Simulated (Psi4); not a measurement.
# r2SCAN/def2-SVP run of CH3BF3Ge+ (SMILES [CH3][Ge+]([F])[B](F)F)

We compute the energy of CH3BF3Ge+. The job is set up through a Python script.

The calculation is run with Psi4 1.11.

2 further runs of the same task are left out: 2 set aside as unsound or not needed.

### Step 1. The structure to begin with

The species is CH3BF3Ge+ (9 atoms), meant as a singlet with charge +1. As SMILES, `[CH3][Ge+]([F])[B](F)F`. The C1–H8 distance was set to 1.974 Å, away from the relaxed value. At this shape a bond of the SMILES string is far longer than usual.

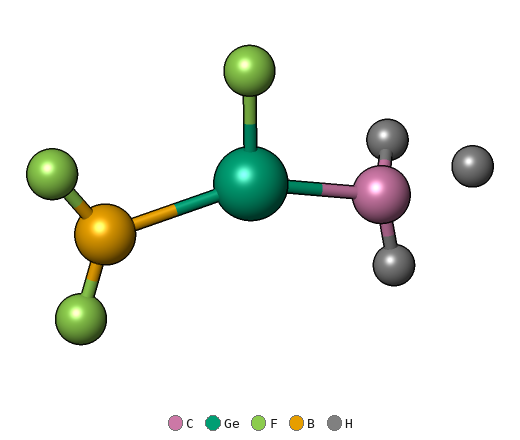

The structure, seen from a chosen angle (carbon pink, germanium teal, fluorine green, boron amber, hydrogen grey).

### Step 2. A single-point energy at r2SCAN/def2-SVP

ch3bf3ge.xyz

```xyz
9
CH3BF3Ge
C     -1.478473    -0.643256     0.672597
Ge     0.477087    -0.208266     0.691747
F      0.514307     1.520594     0.672197
B      2.652227    -0.691346     0.721517
F      3.433137     0.314074     0.779407
F      3.025687    -1.911216     0.679617
H     -1.654193    -1.719566     0.617337
H     -2.263930     0.280640    -0.885140
H     -1.913073    -0.226676     1.589407
```

calc.py

```python
import psi4

psi4.set_memory(1600000000)
psi4.set_num_threads(1)
psi4.set_output_file('output.dat', False)

with open('ch3bf3ge.xyz') as f:
    atoms = ''.join(f.readlines()[2:])
mol = psi4.geometry('1 1\n' + atoms + 'symmetry c1\nno_reorient\nno_com')

psi4.set_options({
    'puream': True,
    'e_convergence': 1e-09,
    'd_convergence': 1e-08,
    'scf_type': 'pk',
    'dft_radial_points': 99,
    'dft_spherical_points': 590,
})

e_tot, wfn = psi4.energy('r2scan/def2-SVP', molecule=mol, return_wfn=True)
print(f'r2scan/def2-SVP energy: {e_tot:.10f} Eh')
for k, v in sorted(psi4.core.scalar_variables().items()):
    print(f'{k:45s} {v:18.10f}')
```

The run is started by

```console
python calc.py
```

output.dat:

```text
[...]
  Running in c1 symmetry.
[...]
  Nuclear repulsion =  427.921126362593498
[...]
  Multiplicity = 1
[...]
  Nalpha       = 36
  Nbeta        = 36
[...]
    Number of basis functions: 117
[...]
   @RKS iter   1: -2438.93430487146634   -2.19657e+00   2.04962e-02 ADIIS/DIIS
[...]
   @RKS iter  14: -2440.29087172505842    4.54747e-13   8.68610e-09 DIIS
[...]
    Orbital Energies [Eh]
    ---------------------
    Doubly Occupied:
       1A   -398.395432     2A    -49.859199     3A    -44.363205
       4A    -44.360080     5A    -44.358669     6A    -24.732513
       7A    -24.731441     8A    -24.681701     9A    -10.316531
      10A     -6.991575    11A     -6.442461    12A     -4.603462
      13A     -4.594750    14A     -4.588205    15A     -1.421494
      16A     -1.410044    17A     -1.406435    18A     -1.405410
      19A     -1.403810    20A     -1.399565    21A     -1.382596
      22A     -1.285050    23A     -0.856767    24A     -0.752078
      25A     -0.721515    26A     -0.714508    27A     -0.672631
      28A     -0.662115    29A     -0.614273    30A     -0.601690
      31A     -0.598597    32A     -0.579865    33A     -0.574883
      34A     -0.566588    35A     -0.510205    36A     -0.482307
[...]
  @RKS Final Energy: -2440.29087172505842
   => Energetics <=
    Nuclear Repulsion Energy =            427.9211263625934976
    One-Electron Energy =               -4234.7229010173286952
    Two-Electron Energy =                1486.9495040148015050
    DFT Exchange-Correlation Energy =    -120.4386010851251285
    Empirical Dispersion Energy =           0.0000000000000000
    VV10 Nonlocal Energy =                  0.0000000000000000
    Total Energy =                      -2440.2908717250584232
[...]
 Multipole Moments:
 ------------------------------------------------------------------------------------
     Multipole            Electronic (a.u.)      Nuclear  (a.u.)        Total (a.u.)
 ------------------------------------------------------------------------------------
 L = 1.  Multiply by 2.5417464519 to convert [e a0] to [Debye]
 Dipole X            :       -144.1712936          144.7229065            0.5516129
 Dipole Y            :         29.5027353          -30.8692659           -1.3665305
 Dipole Z            :        -93.8869338           95.0185741            1.1316403
 Magnitude           :                                                    1.8580345
[...]
```

Standard output:

```text
r2scan/def2-SVP energy: -2440.2908717251 Eh
CURRENT ENERGY                                  -2440.2908717251
CURRENT REFERENCE ENERGY                        -2440.2908717251
DD SOLVATION ENERGY                                 0.0000000000
DFT FUNCTIONAL TOTAL ENERGY                     -2440.2908717251
DFT TOTAL ENERGY                                -2440.2908717251
DFT VV10 ENERGY                                     0.0000000000
DFT XC ENERGY                                    -120.4386010851
GRID ELECTRONS ALPHA                               35.9999998771
GRID ELECTRONS BETA                                35.9999998771
GRID ELECTRONS TOTAL                               71.9999997542
NUCLEAR REPULSION ENERGY                          427.9211263626
ONE-ELECTRON ENERGY                             -4234.7229010173
PCM POLARIZATION ENERGY                             0.0000000000
PE ENERGY                                           0.0000000000
SCF ITERATION ENERGY                            -2440.2908717251
SCF ITERATIONS                                     14.0000000000
SCF TOTAL ENERGY                                -2440.2908717251
TWO-ELECTRON ENERGY                              1486.9495040148
XC GRID RADIAL POINTS                              99.0000000000
XC GRID SPHERICAL POINTS                          590.0000000000
XC GRID TOTAL POINTS                           500641.0000000000
```

It took 1.8 min on 1 thread of Intel Xeon Platinum 8259CL at 2.50GHz (Skylake/Cascade Lake), shared host; peak memory 0.73 GiB.

### Step 3. Results

At r2SCAN/def2-SVP:

```
     quantity           value
 total energy  -2440.29087 Eh
  HOMO energy       -13.12 eV
  LUMO energy        -9.73 eV
HOMO–LUMO gap         3.39 eV
```
